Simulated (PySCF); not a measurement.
Geometry relaxation of AlB (part 1 of 2)

- system: AlB, multiplicity 3
- method: ROKS-hf,lyp/lanl2dz, optimize (PySCF 2.14.0)

Figures and captions count atoms from 1; the log counts them from 0 in places.

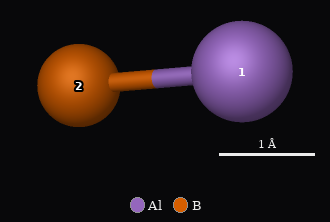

Fig. 1: The structure as given in the input (ball-and-stick view, seen at a tilt; atoms are numbered from 1 in the order of the input). Sticks mark near contacts. Bond lengths as drawn: Al–B 2.01 Å.

Results in brief

```tsv
quantity	value
outcome	converged
SCF energy at the first geometry	−26.588549 hartree
hardware	1 CPU thread, shared host
wall time	2.7 s
```

Input
```python
from pyscf import gto, dft
from pyscf.geomopt.geometric_solver import optimize

mol = gto.M(
    atom='Al 0 0 0; B 0 0 2.01',
    basis='lanl2dz',
    ecp={'Al': 'lanl2dz'},
    charge=0,
    spin=2,
    symmetry=True,
    verbose=4,
)
mf = dft.ROKS(mol, xc='hf,lyp')
mf.kernel()
g = mf.nuc_grad_method()
g.grid_response = True
mol_eq = optimize(g.as_scanner(), maxsteps=30)
print('optimised geometry (angstrom)')
print(mol_eq.tostring('raw'))
print('orbital energies (hartree):', mf.mo_energy[..., max(0, mol.nelec[1]-3):mol.nelec[0]+3].round(4))
```

Launched with:
```bash
OMP_NUM_THREADS=1 python input.py
```

Log
```
PySCF version 2.14.0

[INPUT] verbose = 4
[INPUT] num. atoms = 2
[INPUT] num. electrons = 8
[INPUT] charge = 0
[INPUT] spin (= nelec alpha-beta = 2S) = 2
[INPUT] symmetry True subgroup None
[INPUT] Mole.unit = angstrom
[INPUT] Symbol           X                Y                Z      unit          X                Y                Z       unit  Magmom
[INPUT]  1 Al     0.000000000000   0.000000000000   0.000000000000 AA    0.000000000000   0.000000000000   0.000000000000 Bohr   0.0
[INPUT]  2 B      0.000000000000   0.000000000000   2.010000000000 AA    0.000000000000   0.000000000000   3.798349510376 Bohr   0.0

nuclear repulsion = 3.94908366358209
point group symmetry = Coov
symmetry origin: [0.         0.         1.05509709]
symmetry axis x: [1. 0. 0.]
symmetry axis y: [0. 1. 0.]
symmetry axis z: [0. 0. 1.]
num. orbitals of irrep A1 = 9
num. orbitals of irrep E1x = 4
num. orbitals of irrep E1y = 4
number of shells = 9
number of NR pGTOs = 37
number of NR cGTOs = 17
basis = lanl2dz
ecp = {'Al': 'lanl2dz'}

******** <class 'pyscf.dft.rks_symm.SymAdaptedROKS'> ********
method = SymAdaptedROKS
initial guess = minao
damping factor = 0
level_shift factor = 0
DIIS = <class 'pyscf.scf.diis.CDIIS'>
diis_start_cycle = 1
diis_space = 8
diis_damp = 0
SCF conv_tol = 1e-09
SCF conv_tol_grad = None
SCF max_cycles = 50
direct_scf = True
direct_scf_tol = 1e-13
num. doubly occ = 3  num. singly occ = 2
XC library pyscf.dft.libxc version 7.0.0
    S. Lehtola, C. Steigemann, M. J.T. Oliveira, and M. A.L. Marques.,  SoftwareX 7, 1–5 (2018)
XC functionals = hf,lyp
    C. Lee, W. Yang, and R. G. Parr.,  Phys. Rev. B 37, 785 (1988)
    B. Miehlich, A. Savin, H. Stoll, and H. Preuss.,  Chem. Phys. Lett. 157, 200 (1989)
radial grids:
    Treutler-Ahlrichs [JCP 102, 346 (1995); DOI:10.1063/1.469408] (M4) radial grids

becke partition: Becke, JCP 88, 2547 (1988); DOI:10.1063/1.454033
pruning grids: <function nwchem_prune>
grids dens level: 3
symmetrized grids: True
atomic radii adjust function: <function treutler_atomic_radii_adjust>
small_rho_cutoff = 0
Freeze 0 electrons in irreps []
    8 free electrons in irreps A1 E1x E1y
Set gradient conv threshold to 3.16228e-05
tot grids = 33232
init E= -25.8636262260629
HOMO (E1y) = -0.041046851698343  LUMO (A1) = -0.0146085257438666
cycle= 1 E= -26.5454114618753  delta_E= -0.682  |g|= 0.152  |ddm|= 1.53
HOMO (E1y) = -0.158776936387564  LUMO (A1) = -0.0536773666334538
cycle= 2 E= -26.5752661502874  delta_E= -0.0299  |g|= 0.0825  |ddm|= 0.411
HOMO (E1y) = -0.163702259570001  LUMO (A1) = -0.0477072940294292
cycle= 3 E= -26.5824937116406  delta_E= -0.00723  |g|= 0.0536  |ddm|= 0.178
HOMO (E1y) = -0.146653243658539  LUMO (A1) = -0.0309335453726658
cycle= 4 E= -26.5854312114592  delta_E= -0.00294  |g|= 0.0265  |ddm|= 0.0698
HOMO (E1y) = -0.147255737841714  LUMO (A1) = -0.0271475677558506
cycle= 5 E= -26.5876787381433  delta_E= -0.00225  |g|= 0.0177  |ddm|= 0.104
HOMO (E1y) = -0.141363210985151  LUMO (A1) = -0.0197101379119746
cycle= 6 E= -26.5885411812753  delta_E= -0.000862  |g|= 0.00216  |ddm|= 0.106
HOMO (E1y) = -0.14097082824286  LUMO (A1) = -0.0219643119105548
cycle= 7 E= -26.5885434911994  delta_E= -2.31e-06  |g|= 0.00111  |ddm|= 0.0141
HOMO (E1y) = -0.141307204844199  LUMO (A1) = -0.0211782760043544
cycle= 8 E= -26.5885486133601  delta_E= -5.12e-06  |g|= 0.000309  |ddm|= 0.00959
HOMO (E1y) = -0.141225312645453  LUMO (A1) = -0.0212353538675183
cycle= 9 E= -26.5885488765629  delta_E= -2.63e-07  |g|= 0.00011  |ddm|= 0.00106
HOMO (E1y) = -0.141199054445577  LUMO (A1) = -0.0213000333484472
cycle= 10 E= -26.5885489263794  delta_E= -4.98e-08  |g|= 5.38e-06  |ddm|= 0.000765
HOMO (E1y) = -0.141198839474129  LUMO (A1) = -0.0213005518595706
cycle= 11 E= -26.5885489264222  delta_E= -4.27e-11  |g|= 4.67e-07  |ddm|= 2.39e-05
HOMO (E1y) = -0.141198855338202  LUMO (A1) = -0.0213003155606342
Extra cycle  E= -26.5885489264225  delta_E= -2.84e-13  |g|= 2.84e-07  |ddm|= 1.7e-06
converged SCF energy = -26.5885489264225
Create scanner for <class 'pyscf.grad.roks.Gradients'>
Create scanner for <class 'pyscf.dft.rks_symm.SymAdaptedROKS'>
input.py

Current date and time:

#|     Arguments passed to driver run_optimizer():      |#
customengine              <pyscf.geomopt.geometric_solver.PySCFEngine object>
logIni                    [file]
maxiter                   30
----------------------------------------------------------
Custom engine selected.
Bonds will be generated from interatomic distances less than 1.20 times sum of covalent radii
6 internal coordinates being used (instead of 6 Cartesians)
Internal coordinate system (atoms numbered from 1):
Distance 1-2
Translation-X 1-2
Translation-Y 1-2
Translation-Z 1-2
Rotation-A 1-2
Rotation-B 1-2
Rotation-C 1-2
<class 'geometric.internal.Distance'> : 1
<class 'geometric.internal.TranslationX'> : 1
<class 'geometric.internal.TranslationY'> : 1
<class 'geometric.internal.TranslationZ'> : 1
<class 'geometric.internal.RotationA'> : 1
<class 'geometric.internal.RotationB'> : 1
<class 'geometric.internal.RotationC'> : 1
> ===== Optimization Info: ====
> Job type: Energy minimization
> Maximum number of optimization cycles: 30
> Initial / maximum trust radius (Angstrom): 0.100 / 0.300
> Convergence Criteria:
> Will converge when all 5 criteria are reached:
>  |Delta-E| < 1.00e-06
>  RMS-Grad  < 3.00e-04
>  Max-Grad  < 4.50e-04
>  RMS-Disp  < 1.20e-03
>  Max-Disp  < 1.80e-03
> === End Optimization Info ===

Geometry optimization cycle 1
Cartesian coordinates (Angstrom)
 Atom        New coordinates             dX        dY        dZ
  Al   0.000000   0.000000   0.000000    0.000000  0.000000  0.000000
   B   0.000000   0.000000   2.010000    0.000000  0.000000  0.000000

WARN: Mole.unit (angstrom) is changed to Bohr

New geometry
   1 Al     0.000000000000   0.000000000000   0.000000000000 AA    0.000000000000   0.000000000000   0.000000000000 Bohr
   2 B      0.000000000000   0.000000000000   2.010000000000 AA    0.000000000000   0.000000000000   3.798349510376 Bohr

******** <class 'pyscf.scf.hf.SymAdaptedROKS_Scanner'> ********
method = SymAdaptedROKS_Scanner
initial guess = minao
damping factor = 0
level_shift factor = 0
DIIS = <class 'pyscf.scf.diis.CDIIS'>
diis_start_cycle = 1
diis_space = 8
diis_damp = 0
SCF conv_tol = 1e-09
SCF conv_tol_grad = None
SCF max_cycles = 50
direct_scf = True
direct_scf_tol = 1e-13
num. doubly occ = 3  num. singly occ = 2
XC library pyscf.dft.libxc version 7.0.0
    S. Lehtola, C. Steigemann, M. J.T. Oliveira, and M. A.L. Marques.,  SoftwareX 7, 1–5 (2018)
XC functionals = hf,lyp
    C. Lee, W. Yang, and R. G. Parr.,  Phys. Rev. B 37, 785 (1988)
    B. Miehlich, A. Savin, H. Stoll, and H. Preuss.,  Chem. Phys. Lett. 157, 200 (1989)
radial grids:
    Treutler-Ahlrichs [JCP 102, 346 (1995); DOI:10.1063/1.469408] (M4) radial grids

becke partition: Becke, JCP 88, 2547 (1988); DOI:10.1063/1.454033
pruning grids: <function nwchem_prune>
grids dens level: 3
symmetrized grids: True
atomic radii adjust function: <function treutler_atomic_radii_adjust>
small_rho_cutoff = 0
Freeze 0 electrons in irreps []
    8 free electrons in irreps A1 E1x E1y
Set gradient conv threshold to 3.16228e-05
tot grids = 33232
init E= -26.5885489264225
HOMO (E1y) = -0.141198754721682  LUMO (A1) = -0.0213002514548926
cycle= 1 E= -26.5885489264225  delta_E= -8.88e-14  |g|= 9.21e-08  |ddm|= 6.48e-07
HOMO (E1y) = -0.141198812128498  LUMO (A1) = -0.0213002915511153
Extra cycle  E= -26.5885489264226  delta_E= -2.49e-14  |g|= 1.14e-07  |ddm|= 3.98e-07
converged SCF energy = -26.5885489264226

******** <class 'pyscf.grad.rhf.Gradients_Scanner'> for <class 'pyscf.scf.hf.SymAdaptedROKS_Scanner'> ********
unit = Eh/Bohr
grid_response = True
--------------- SymAdaptedROKS_Scanner gradients ---------------
         x                y                z
0 Al     0.0000000000     0.0000000000     0.0208866484
1 B     0.0000000000     0.0000000000    -0.0208866484
----------------------------------------------
cycle 1: E = -26.5885489264  dE = -26.5885  norm(grad) = 0.0295382
Step    0 : Gradient = 2.089e-02/2.089e-02 (rms/max) Energy = -26.5885489264
Hessian Eigenvalues: 5.00000e-02 5.00000e-02 5.00000e-02 ... 5.00000e-02 5.00000e-02 1.47005e-01

Geometry optimization cycle 2
Cartesian coordinates (Angstrom)
 Atom        New coordinates             dX        dY        dZ
  Al   0.000000   0.000000  -0.037593    0.000000  0.000000 -0.037593
   B   0.000000   0.000000   2.047593    0.000000  0.000000  0.037593
New geometry
   1 Al     0.000000000000   0.000000000000  -0.037593056126 AA    0.000000000000   0.000000000000  -0.071040580263 Bohr
   2 B      0.000000000000   0.000000000000   2.047593056126 AA    0.000000000000   0.000000000000   3.869390090639 Bohr

******** <class 'pyscf.scf.hf.SymAdaptedROKS_Scanner'> ********
method = SymAdaptedROKS_Scanner
initial guess = minao
damping factor = 0
level_shift factor = 0
DIIS = <class 'pyscf.scf.diis.CDIIS'>
diis_start_cycle = 1
diis_space = 8
diis_damp = 0
SCF conv_tol = 1e-09
SCF conv_tol_grad = None
SCF max_cycles = 50
direct_scf = True
direct_scf_tol = 1e-13
num. doubly occ = 3  num. singly occ = 2
XC library pyscf.dft.libxc version 7.0.0
    S. Lehtola, C. Steigemann, M. J.T. Oliveira, and M. A.L. Marques.,  SoftwareX 7, 1–5 (2018)
XC functionals = hf,lyp
    C. Lee, W. Yang, and R. G. Parr.,  Phys. Rev. B 37, 785 (1988)
    B. Miehlich, A. Savin, H. Stoll, and H. Preuss.,  Chem. Phys. Lett. 157, 200 (1989)
radial grids:
    Treutler-Ahlrichs [JCP 102, 346 (1995); DOI:10.1063/1.469408] (M4) radial grids

becke partition: Becke, JCP 88, 2547 (1988); DOI:10.1063/1.454033
pruning grids: <function nwchem_prune>
grids dens level: 3
symmetrized grids: True
atomic radii adjust function: <function treutler_atomic_radii_adjust>
small_rho_cutoff = 0
Freeze 0 electrons in irreps []
    8 free electrons in irreps A1 E1x E1y
Set gradient conv threshold to 3.16228e-05
tot grids = 33232
init E= -26.57713317115
HOMO (E1y) = -0.139698338984817  LUMO (A1) = -0.0244815948907959
cycle= 1 E= -26.5902806394138  delta_E= -0.0131  |g|= 0.00527  |ddm|= 0.0476
HOMO (E1y) = -0.135953823973534  LUMO (A1) = -0.0219112452373231
cycle= 2 E= -26.5903007405641  delta_E= -2.01e-05  |g|= 0.00157  |ddm|= 0.00627
HOMO (E1y) = -0.136299469999695  LUMO (A1) = -0.0218442753913886
cycle= 3 E= -26.5903032956702  delta_E= -2.56e-06  |g|= 0.000361  |ddm|= 0.00331
HOMO (E1y) = -0.136089823625254  LUMO (A1) = -0.0216351933250767
cycle= 4 E= -26.5903034247097  delta_E= -1.29e-07  |g|= 0.000223  |ddm|= 0.00136
HOMO (E1y) = -0.13616651884023  LUMO (A1) = -0.021678468016145
cycle= 5 E= -26.5903034620092  delta_E= -3.73e-08  |g|= 4.29e-05  |ddm|= 0.00033
HOMO (E1y) = -0.136173451402946  LUMO (A1) = -0.0216809302097647
cycle= 6 E= -26.5903034649132  delta_E= -2.9e-09  |g|= 2.5e-05  |ddm|= 0.000158
HOMO (E1y) = -0.136178442655254  LUMO (A1) = -0.0216843248012495
cycle= 7 E= -26.5903034658085  delta_E= -8.95e-10  |g|= 9.1e-06  |ddm|= 5.68e-05
HOMO (E1y) = -0.136182342204001  LUMO (A1) = -0.0216874155694047
Extra cycle  E= -26.5903034659436  delta_E= -1.35e-10  |g|= 4.18e-06  |ddm|= 1.89e-05
converged SCF energy = -26.5903034659436

******** <class 'pyscf.grad.rhf.Gradients_Scanner'> for <class 'pyscf.scf.hf.SymAdaptedROKS_Scanner'> ********
unit = Eh/Bohr
grid_response = True
--------------- SymAdaptedROKS_Scanner gradients ---------------
         x                y                z
0 Al     0.0000000000     0.0000000000     0.0046391949
1 B     0.0000000000     0.0000000000    -0.0046391949
```
